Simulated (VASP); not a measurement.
Shape and ions are relaxed at each volume.

Energy against volume of Er (hcp). Computed with optB86b-vdW, VASP's PBE PAW potentials (set 64) (plane waves; VASP 6.6.1).

The 4f electrons are frozen in the core of the lanthanide potential, so 4f levels, which can set the real gap, and their magnetism are missing.

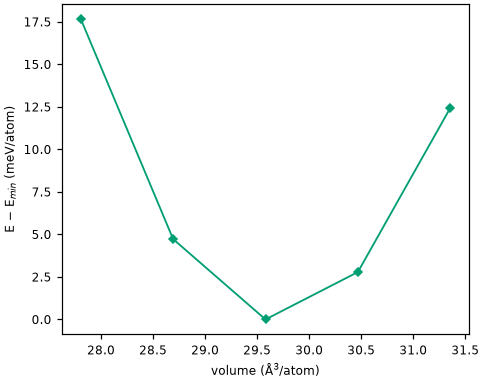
Figure. Energy against volume

**Question.** Estimate the equilibrium volume and the bulk modulus.

**Answer.** The minimum lies near 29.7 Å³/atom, and the curvature gives B0 of about 45 GPa.

Measured: bulk modulus 44.4 GPa (computed value off by +1.1 %), as given by Wikipedia, Erbium (infobox). The calculation is for a static lattice, while the measured bulk modulus holds thermal and zero-point effects, which are part of the difference.

The compound is Er in the hcp structure. It was relaxed first.
